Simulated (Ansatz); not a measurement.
## Scan of one atom of the cell for AlCo (CsCl type)

AlCo (CsCl type)

```yaml
crystal:
  lattice:
    - [2.85208, 0.00000, 0.00000]
    - [0.00000, 2.85208, 0.00000]
    - [0.00000, 0.00000, 2.85208]
  atoms:
    - { symbol: Al, position: [0.00000, 0.00000, 0.00000] }
    - { symbol: Co, position: [0.50000, 0.50000, 0.50000] }
```

In this cell atom 2 (Co, nearest neighbour Al at 2.470 Å; its periodic images, 2.9 Å or more away, move with it) is moved by s along Cartesian x, unit vector (1.000, 0.000, 0.000); all other atoms and the cell stay fixed.

All values below come from PBE (plane waves to 420 eV, PAW, scalar-relativistic; Ansatz, a quantum-chemistry and plane-wave program). k mesh 13×13×13 (Γ-centred), Fermi-Dirac smearing 0.05 eV. The energy includes the smearing's −TS. With partly filled bands, energies and forces of such displacements shift with the k mesh and the smearing. AlCo is run without spin polarisation. AlCo was relaxed with its symmetry unable to fall. The zero of ΔE is the undisplaced structure.

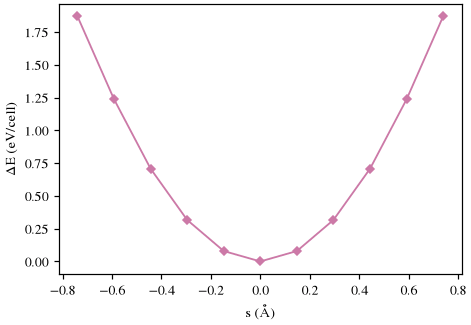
Figure. ΔE (eV/cell) against s (Å); markers are the computed points, lines only join them.

The force along the line at s = -0.740 Å is 4.50 eV/Å. The zone-centre optical wavenumber from k comes out as 326 cm⁻¹. The force constant k = d²E/ds² at s = 0 (finite differences) is 7.25 eV/Å². Symmetry of the curve: even: the same for both signs. Harmonic estimate at the end of the scan: ½ks² = 1985 meV/cell against the computed 1870 meV/cell, so the well is softer than harmonic there.

With its periodic images moving along, the atom's site symmetry in this cell is m-3m.

(A displaced cell: forces are minus the slopes of the energy, force constants its curvatures, and phonons follow from these.)
